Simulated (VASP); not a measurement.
Band structure of GaBi (relaxed from the zincblende structure, space group F-43m). Method: LDA (Ceperley-Alder, Perdew-Zunger), VASP's LDA PAW potentials (set 64) (plane waves; VASP).

Unless said otherwise, spin-orbit coupling is left out, though it shifts the bands of the heavy elements here.

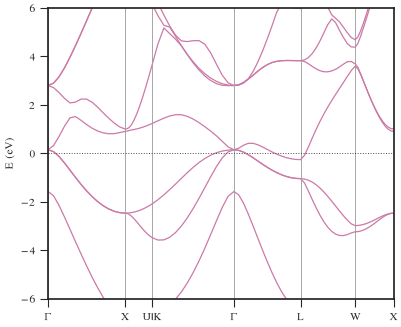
Figure. Bands along high-symmetry lines, zero at the valence-band maximum or, without a gap, the Fermi level

Q: Read the plot: is there a gap, and where are the band edges?

A: It has no gap at this level: it comes out as a metal or semimetal. (Edges off the drawn lines would not show.)

The structure was generated: GaBi was put into the zincblende type (F-43m), which need not be its known phase. It was relaxed first, which changed the volume by -8 %.
